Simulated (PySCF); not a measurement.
```xyz
16

C     0.8713    1.1691    2.1838
C     0.9388    0.2142    1.4387
C     0.9856   -0.9205    0.5544
C     1.5959   -0.8092   -0.8171
C     0.1090   -0.9585   -0.6928
Si   -1.0495    0.4688   -1.0599
N    -2.2751    0.5136    0.1614
H     0.8368    2.0201    2.8382
H     1.1225   -1.8782    1.0681
H     2.1819   -1.6619   -1.1694
H     1.9937    0.1678   -1.1064
H    -0.2947   -1.9533   -0.9113
H    -1.7402    0.2497   -2.3683
H    -0.1963    1.6977   -1.1993
H    -3.1240    1.0404   -0.0123
H    -1.9626    0.6477    1.1189
```

Geometry: PBE0-D3(BJ)/def2-SVP.

The calculation used PySCF, PBE0/pcSseg-1, SCF density, gas phase, non-relativistic.

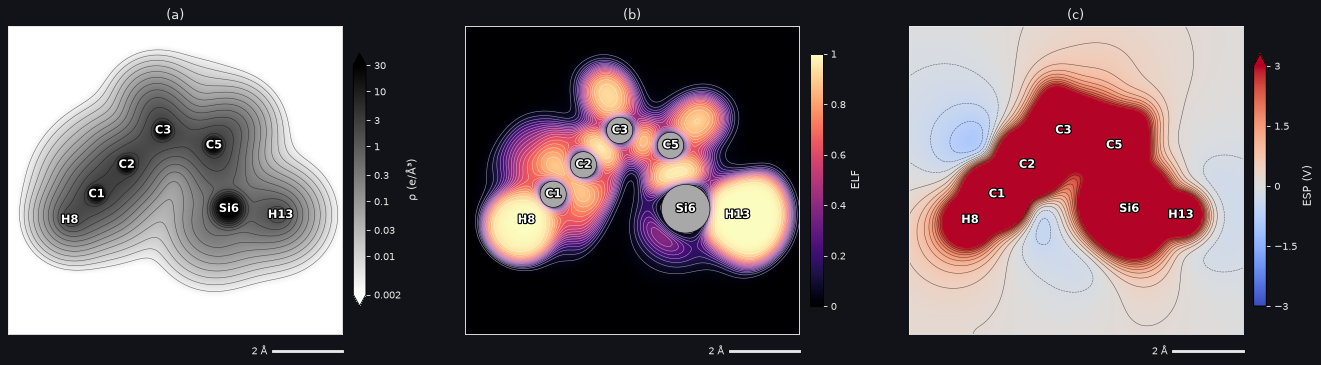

C5H9NSi. (a) electron density; (b) ELF; (c) electrostatic potential on the plane of atoms C2, C3 and C5. Grey discs cover the atomic cores in the ELF map.

Interpret the plot.

Answer. The section cuts through C, Si and H sites. C–C (1.21 Å): ρ at the midpoint is about 2.7 e/Å³; the ELF peaks at about 0.85 between the atoms; a short, multiple covalent bond. C–Si (1.87 Å): ρ is about 0.95 e/Å³ halfway; the ELF peaks at about 0.95 between the atoms (localised, covalent bonding). C–H (1.07 Å): ρ at the midpoint is about 2 e/Å³; the ELF climbs to about 1 towards the hydrogen, as it does in any bond to H (a covalent bond by its length). Si–H (1.50 Å): ρ at the midpoint is about 0.78 e/Å³; the ELF climbs to about 1 towards the hydrogen. Outside the dense part of the molecule the potential is most negative (−0.9 V) near C1.
